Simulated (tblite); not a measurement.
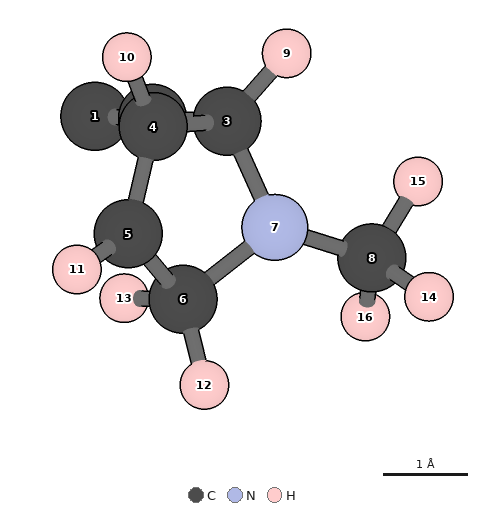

C₇H₈N (multiplicity 2), before the relaxation. Style: ball-and-stick. Shown at a tilt.

All numbers below come from tblite, GFN2-xTB geometry optimisation, gas phase.

```xyz
16

C    -0.7833    2.5592   -1.2665
C    -0.6082    1.7510   -0.4054
C    -0.3436    0.7686    0.6617
C    -1.5713   -0.1140    0.7547
C    -1.4321   -1.0847   -0.1575
C    -0.1266   -0.8220   -0.8825
N     0.5597   -0.1955    0.1878
C     1.9233   -0.0737    0.2720
H    -0.0595    1.2192    1.6086
H    -2.4091   -0.0194    1.4558
H    -2.1170   -1.9028   -0.3804
H     0.3318   -1.7586   -1.2591
H    -0.3652   -0.1186   -1.6929
H     2.3441   -1.0158    0.7319
H     2.1890    0.7329    1.0118
H     2.4603    0.0832   -0.6515
```

### Predict the outcome.

The largest moves after the best rigid fit, 1.04 Å, are those of H12 and H13. Largest moves by element: H 1.04 Å, C 0.77 Å, N 0.16 Å. Near-neighbour distances that change, for instance: N7–C8 1.372 → 1.434 Å, C8–H14 1.130 → 1.090 Å, C3–N7 1.404 → 1.434 Å, C6–N7 1.417 → 1.445 Å. Bond angles that change, for instance: C2–C3–H9 113.7° → 106.3°, C6–N7–C8 124.5° → 118.6°, C3–C4–H10 127.5° → 122.0°. Groups turn about C6–N7 by about 35°, N7–C8 by about 35°, C3–N7 by about 35°. Over 97 geometry steps the energy falls by 73.2 kJ/mol.

The structure at the end:

```xyz
16

C    -0.3976    2.9134   -0.7081
C    -0.3952    1.9294   -0.0268
C    -0.4073    0.6615    0.7666
C    -1.7092   -0.0325    0.5283
C    -1.5229   -1.0897   -0.2498
C    -0.0695   -1.2492   -0.5655
N     0.5624   -0.2947    0.3171
C     1.8925    0.1451    0.0122
H    -0.2201    0.9482    1.8094
H    -2.6384    0.3577    0.8995
H    -2.2678   -1.7638   -0.6306
H     0.3037   -2.2592   -0.3573
H     0.1277   -1.0318   -1.6285
H     2.5325   -0.7262   -0.1267
H     2.2730    0.7376    0.8436
H     1.9285    0.7634   -0.8950
```

The end point in the same view:

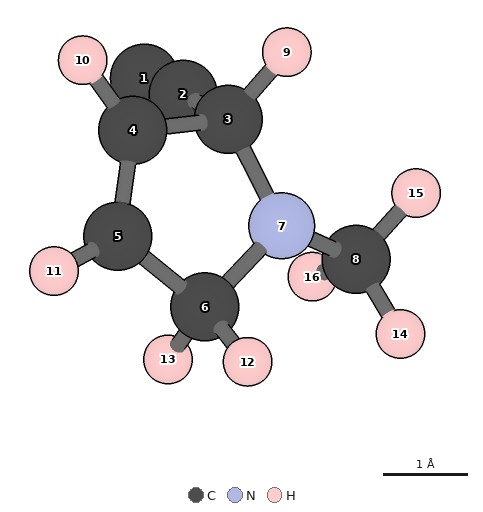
